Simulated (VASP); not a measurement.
# SiHg3Se: what the fields show

```xyz
5
Lattice="5.5259 0.0000 0.0000 0.0000 5.5259 0.0000 0.0000 0.0000 5.5259" Properties=species:S:1:pos:R:3 pbc="T T T"
Si    0.0000    0.0000    0.0000
Se    2.7630    2.7630    2.7630
Hg    2.7630    2.7630    0.0000
Hg    2.7630    0.0000    2.7630
Hg    0.0000    2.7630    2.7630
```

Space group Pm-3m; a generated structure, not necessarily the stable one.

These are results of VASP 6.6.1, Kohn-Sham DFT of a periodic cell, PBE, VASP PAW PBE potentials, recommended, not measurements.

Core electrons are frozen (PAW), and the valence fields are smoothed inside the atomic spheres.

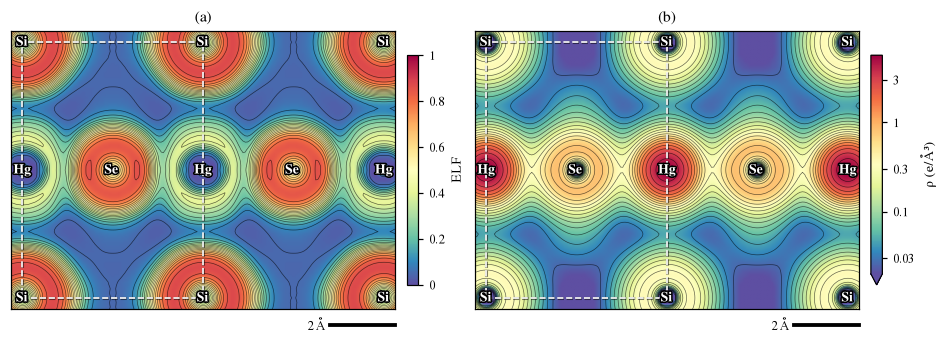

Figure 1. (a) electron localisation function; (b) valence pseudo-density on the (101̄) plane of the conventional cell.

Read the bonding off the picture.

Answer. The section cuts through Si, Se and Hg sites.
Hg–Se (2.76 Å): ρ at the midpoint is about 0.34 e/Å³; the ELF is about 0.35 at the midpoint.
Si–Hg (3.91 Å): the density is about 0.05 e/Å³ at the midpoint; the ELF is about 0.10 at the midpoint; no localised pair shows between them.
Between the atoms the lowest density in this plane is 0.02 e/Å³.

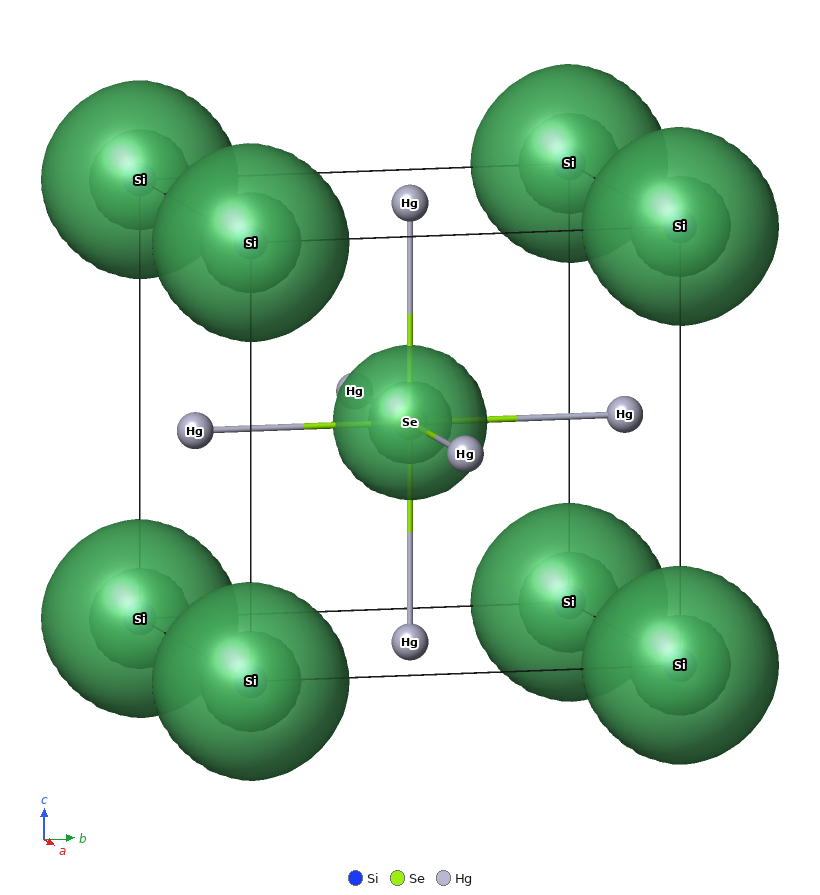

Figure 2. Isosurface of the electron localisation function at 0.8 (green), seen slightly off an axis. Core shells and regions of very low density are left out. Sticks mark near contacts.

Describe the localisation domains.

Answer. The surface consists of one region wrapped around Se (its valence shell) and one region wrapped around Si (its valence shell), counted in one cell of 5 atoms. Regions shared between cells count once.
